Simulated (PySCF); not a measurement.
Ge(F)(Et)2(Vi), SMILES C=[CH][Ge]([F])([CH2]C)[CH2]C at its GFN2-xTB optimised geometry (Å):

```
21

C     -1.2340     2.1987    -0.5011
C     -0.1453     1.6418     0.0000
Ge     0.2258    -0.3023     0.0000
F      2.0189    -0.3023     0.0000
C     -0.2222    -1.2774    -1.7014
C      0.2736    -0.5423    -2.9374
C     -0.2030    -1.2540     1.7227
C      0.2129    -2.7172     1.7041
H     -1.3958     3.2667    -0.4848
H     -2.0189     1.6113    -0.9517
H      0.6235     2.2616     0.4420
H     -1.3014    -1.4210    -1.7502
H      0.2384    -2.2640    -1.6438
H     -0.1944     0.4373    -3.0182
H      1.3503    -0.3986    -2.8805
H      0.0468    -1.1096    -3.8391
H     -1.2719    -1.1628     1.9141
H      0.3186    -0.7257     2.5212
H      0.0206    -3.1830     2.6696
H     -0.3385    -3.2667     0.9432
H      1.2754    -2.8026     1.4858
```

Method: PySCF with CAM-B3LYP/def2-SVP. Cells within 0.4 Å of a nucleus heavier than hydrogen are left out (blank, or x).

Map of the HOMO−1 amplitude (bohr^(-3/2)) on the plane z = 0.0 Å; orbital energy -9.40 eV, overall sign arbitrary:

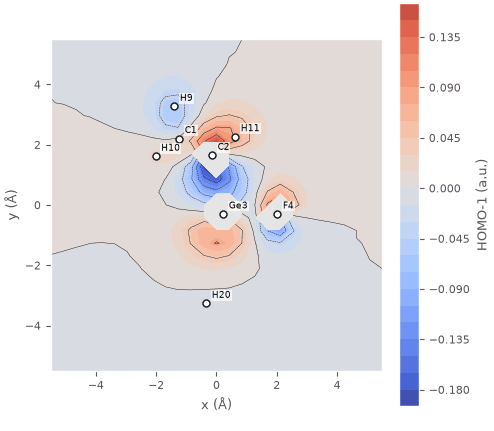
Figure: HOMO−1 amplitude (bohr^(-3/2)) on the plane z = 0.0 Å.
